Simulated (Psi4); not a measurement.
**AlNH2Cl (SMILES [NH2][Al][Cl]): U-revPBE/aug-cc-pVDZ**

Aim: the vertical electron affinity of AlNH2Cl at U-revPBE/aug-cc-pVDZ, from 2 runs. 

The results are computed with Psi4 1.11.

1 further run of the same task is left out (set aside as unsound or not needed).

## (1) Starting point

The species is AlNH2Cl (5 atoms), meant as a doublet with charge 0. As SMILES, `[NH2][Al][Cl]`. The coordinates come from a PBE0-D4/def2-TZVP relaxation. This is one conformer, not always the lowest.

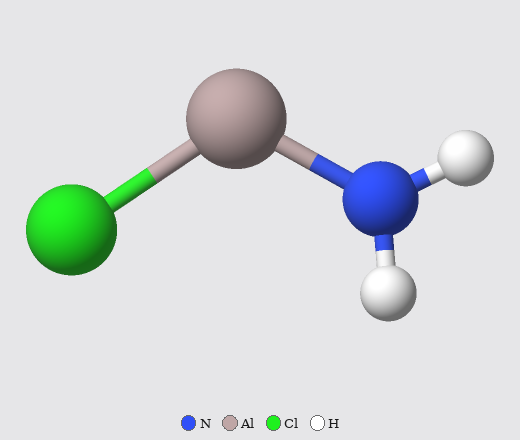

The structure, seen from a chosen angle (nitrogen blue, aluminium light grey, chlorine green, hydrogen white).

## (2) The energy at U-revPBE/aug-cc-pVDZ

File input.inp:

```
memory 2200 mb

molecule molecule1 {
  0 2
  N     -1.03821553     0.87248655    -0.43841646
  Al     0.76080374    -0.55104414     1.98251168
  Cl     3.60370772    -3.11748119     0.83299128
  H     -2.44454971     2.12272936    -0.15779213
  H     -0.78725990     0.53422558    -2.29771799
  units au
  symmetry c1
  no_reorient
  no_com
}

set basis aug-cc-pVDZ
set reference uks
set puream true
set e_convergence 1e-09
set d_convergence 1e-08
set scf_type pk
set dft_radial_points 99
set dft_spherical_points 590
set maxiter 100

E, wfn = energy("revpbe", return_wfn=True)
oeprop(wfn, "QUADRUPOLE", "LOWDIN_CHARGES", "MAYER_INDICES", title="REVPBE")
```

Command:

```bash
$ psi4 -n 1 input.inp input.out
```

input.out, cut to the lines that bear on the results:

```text
[...]
  Running in c1 symmetry.
[...]
  Nuclear repulsion =  119.524169408045751
[...]
  Multiplicity = 2
[...]
  Nalpha       = 20
  Nbeta        = 19
[...]
    Number of basis functions: 95
[...]
   @UKS iter   1:  -757.98955335431117    5.66589e-02   1.10851e-02 DIIS/ADIIS
[...]
   @UKS iter  14:  -758.50831847902577   -1.93268e-12   4.97027e-09 DIIS
[...]
   @S^2 Observed:                7.527315229E-01
[...]
    Orbital Energies [Eh]
    ---------------------
    Alpha Occupied:
       1A   -100.676576     2A    -55.450719     3A    -14.001503
       4A     -9.165501     5A     -6.980451     6A     -6.975398
       7A     -6.974994     8A     -3.974858     9A     -2.574897
      10A     -2.573500    11A     -2.570333    12A     -0.770682
      13A     -0.733237    14A     -0.444906    15A     -0.406921
      16A     -0.342210    17A     -0.290358    18A     -0.286410
      19A     -0.236543    20A     -0.190389
    Alpha Virtual:
      21A     -0.065114    22A     -0.029665    23A     -0.014907
      24A      0.000261    25A      0.012601    26A      0.019736
[...]
  @UKS Final Energy:  -758.50831847902577
   => Energetics <=
    Nuclear Repulsion Energy =            119.5241694080457506
    One-Electron Energy =               -1286.2209861902058492
    Two-Electron Energy =                 462.6312187180704427
    DFT Exchange-Correlation Energy =     -54.4427204149360051
    Empirical Dispersion Energy =           0.0000000000000000
    VV10 Nonlocal Energy =                  0.0000000000000000
    Total Energy =                       -758.5083184790257746
[...]
 Multipole Moments:
 ------------------------------------------------------------------------------------
     Multipole            Electronic (a.u.)      Nuclear  (a.u.)        Total (a.u.)
 ------------------------------------------------------------------------------------
 L = 1.  Multiply by 2.5417464519 to convert [e a0] to [Debye]
 Dipole X            :        -61.3204097           60.6541615           -0.6662482
 Dipole Y            :         51.9767520          -51.3963933            0.5803587
 Dipole Z            :        -34.4685704           34.4090783           -0.0594922
 Magnitude           :                                                    0.8855745
 L = 2.  Multiply by 1.3450342976 to convert [e a0^2] to [Debye ang]
 Quadrupole XX       :       -267.7851402          242.4395908          -25.3455494
 Quadrupole XY       :        209.5588063         -208.3869167            1.1718895
[...]
```

Run time: 23 s. Hardware: 1 thread of INTEL XEON PLATINUM 8581C at 2.10GHz (Emerald Rapids), shared host; peak memory 1.2 GiB.

## (3) The singlet anion: energy and forces at revPBE/aug-cc-pVDZ

File input.json:

```json
{
  "schema_name": "qcschema_input",
  "schema_version": 1,
  "molecule": {
    "schema_name": "qcschema_molecule",
    "schema_version": 2,
    "symbols": ["N", "Al", "Cl", "H", "H"],
    "geometry": [-1.03821553, 0.87248655, -0.43841646, 0.76080374, -0.55104414, 1.98251168, 3.60370772, -3.11748119, 0.83299128, -2.44454971, 2.12272936, -0.15779213, -0.7872599, 0.53422558, -2.29771799],
    "molecular_charge": -1,
    "molecular_multiplicity": 1,
    "fix_symmetry": "c1",
    "fix_com": true,
    "fix_orientation": true
  },
  "driver": "gradient",
  "model": {
    "method": "revpbe",
    "basis": "aug-cc-pVDZ"
  },
  "keywords": {
    "puream": true,
    "e_convergence": 1e-09,
    "d_convergence": 1e-08,
    "scf_type": "pk",
    "dft_radial_points": 99,
    "dft_spherical_points": 590,
    "scf_properties": ["MULLIKEN_CHARGES", "MAYER_INDICES", "WIBERG_LOWDIN_INDICES"]
  }
}
```

Command:

```bash
$ psi4 --qcschema input.json -n 1 --memory 2200MB
```

stdout, cut to the lines that bear on the results:

```text
[...]
  Running in c1 symmetry.
[...]
  Nuclear repulsion =  119.524169408045751
[...]
  Multiplicity = 1
[...]
  Nalpha       = 20
  Nbeta        = 20
[...]
    Number of basis functions: 95
[...]
   @RKS iter   1:  -757.91557616180705    1.30636e-01   1.17646e-02 DIIS/ADIIS
[...]
   @RKS iter  13:  -758.55161798044912   -6.70752e-12   3.99742e-09 DIIS
[...]
  @RKS Final Energy:  -758.55161798044912
   => Energetics <=
    Nuclear Repulsion Energy =            119.5241694080457506
    One-Electron Energy =               -1293.7483576018933036
    Two-Electron Energy =                 470.2821204444084060
    DFT Exchange-Correlation Energy =     -54.6095502310100116
    Empirical Dispersion Energy =           0.0000000000000000
    VV10 Nonlocal Energy =                  0.0000000000000000
    Total Energy =                       -758.5516179804491230
[...]
 Multipole Moments:
 ------------------------------------------------------------------------------------
     Multipole            Electronic (a.u.)      Nuclear  (a.u.)        Total (a.u.)
 ------------------------------------------------------------------------------------
 L = 1.  Multiply by 2.5417464519 to convert [e a0] to [Debye]
 Dipole X            :        -61.8809205           60.6541615           -1.2267590
 Dipole Y            :         52.3290282          -51.3963933            0.9326349
 Dipole Z            :        -36.8158133           34.4090783           -2.4067350
 Magnitude           :                                                    2.8578172
[...]
  -Total Gradient:
     Atom            X                  Y                   Z
    ------   -----------------  -----------------  -----------------
       1        0.007736861963    -0.005080221968     0.026840143718
       2        0.013195355062    -0.015772019831    -0.066002765640
       3       -0.030743601597     0.028375678375     0.022235160529
       4        0.008949526018    -0.008040096123    -0.003050993916
       5        0.000858871975     0.000517716186     0.019953890673
[...]
```

The result, in JSON:

```text
{
 "driver": "gradient",
 "model": {
  "method": "revpbe",
  "basis": "aug-cc-pVDZ"
 },
 "success": true,
 "return_result": [0.0077368619625055035, -0.005080221968108589, 0.026840143718303067, 0.013195355062059315, -0.01577201983072088, -0.0660027656395712, -0.030743601597248926, 0.028375678375235025, 0.022235160529499687, 0.008949526017594439, -0.008040096123296814, -0.0030509939156492805, 0.0008588719754642621, 0.0005177161859278578, 0.019953890673362173],
 "properties": {
  "calcinfo_nbasis": 95,
  "calcinfo_nmo": 95,
  "calcinfo_nalpha": 20,
  "calcinfo_nbeta": 20,
  "calcinfo_natom": 5,
  "nuclear_repulsion_energy": 119.52416940804575,
  "return_energy": -758.5516179804491,
  "return_gradient": [0.0077368619625055035, -0.005080221968108589, 0.026840143718303067, 0.013195355062059315, -0.01577201983072088, -0.0660027656395712, -0.030743601597248926, 0.028375678375235025, 0.022235160529499687, 0.008949526017594439, -0.008040096123296814, -0.0030509939156492805, 0.0008588719754642621, 0.0005177161859278578, 0.019953890673362173],
  "scf_one_electron_energy": -1293.7483576018933,
  "scf_two_electron_energy": 470.2821204444084,
  "scf_xc_energy": -54.60955023101001,
  "scf_dipole_moment": [-1.2267589749625216, 0.9326349334501174, -2.4067350360667206],
  "scf_total_energy": -758.5516179804491,
  "scf_total_gradient": [0.0077368619625055035, -0.005080221968108589, 0.026840143718303067, 0.013195355062059315, -0.01577201983072088, -0.0660027656395712, -0.030743601597248926, 0.028375678375235025, 0.022235160529499687, 0.008949526017594439, -0.008040096123296814, -0.0030509939156492805, 0.0008588719754642621, 0.0005177161859278578, 0.019953890673362173],
  "scf_iterations": 13
 }
}
```

Run time: 30 s. Hardware: 1 thread of INTEL XEON PLATINUM 8581C at 2.10GHz (Emerald Rapids), shared host; peak memory 1.2 GiB.

## (4) What came out

Level: U-revPBE/aug-cc-pVDZ.

| quantity | value |
| --- | --- |
| doublet AlNH2Cl: total energy | -758.50832 Eh |
| doublet AlNH2Cl: dipole moment | 2.25 D |
| doublet AlNH2Cl: HOMO energy (highest over α and β) | -5.18 eV |
| doublet AlNH2Cl: LUMO energy (lowest over α and β) | -3.43 eV |
| doublet AlNH2Cl: ⟨S²⟩ | 0.753 |
| singlet anion: total energy | -758.55162 Eh |
| singlet anion: HOMO energy | 0.97 eV |
| singlet anion: LUMO energy | 2.44 eV |
| singlet anion: HOMO–LUMO gap (to an unbound level, set by the basis) | 1.47 eV |
| singlet anion: largest force on an atom | 3.555 eV/Å |
| vertical electron affinity (to the singlet anion) | 1.178 eV |

**Reading.** At fixed nuclei the extra electron is bound by 1.18 eV (114 kJ/mol). The HOMO (singlet anion) lies at positive energy, 0.97 eV, as semi-local functionals often give for anions; only total energies tell whether the electron is bound.
